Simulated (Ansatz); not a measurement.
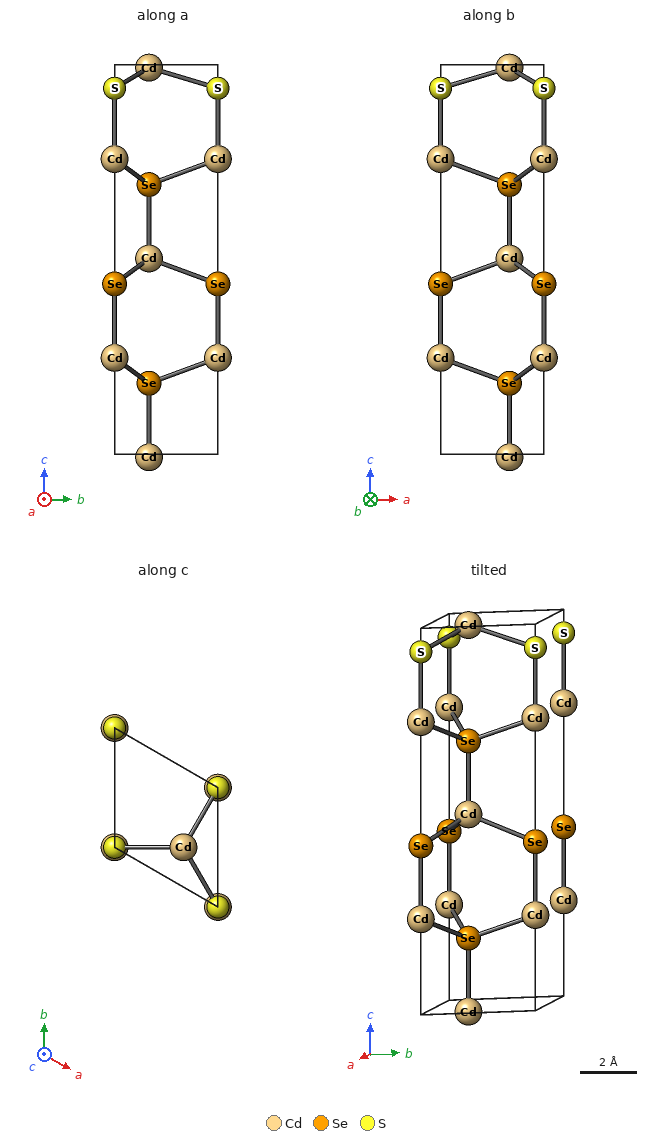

Shown here is a ball-and-stick view of the crystal, taken along the a axis, along the b axis, along the c axis and slightly off an axis. The edges of the conventional unit cell are marked.

Lattice parameters: a = 4.335 Å, b = 4.335 Å, c = 14.155 Å, α = 90.00°, β = 90.00°, γ = 120.00°. Put a along x and b in the xy plane.

Convert the drawing into a POSCAR file, with free fractional coordinates to two decimals.

Answer.
```
Cd Se S
1.0
     4.335    0.000    0.000
    -2.167    3.754    0.000
     0.000    0.000   14.155
Cd Se S
4 3 1
Direct
  0.6667 0.3333 0.99
  0.6667 0.3333 0.50
  0.00 0.00 0.25
  0.00 0.00 0.76
  0.6667 0.3333 0.18
  0.6667 0.3333 0.69
  0.00 0.00 0.44
  0.00 0.00 0.94
```

Provenance: a structure type filled with these elements by a generator (whether the compound takes this form wasn't checked). Earlier steps of the study, as a rule a relaxation of our own, may have changed the cell and positions, so they can lie some per cent off the listed ones. It was set up as input for a calculation with Ansatz.
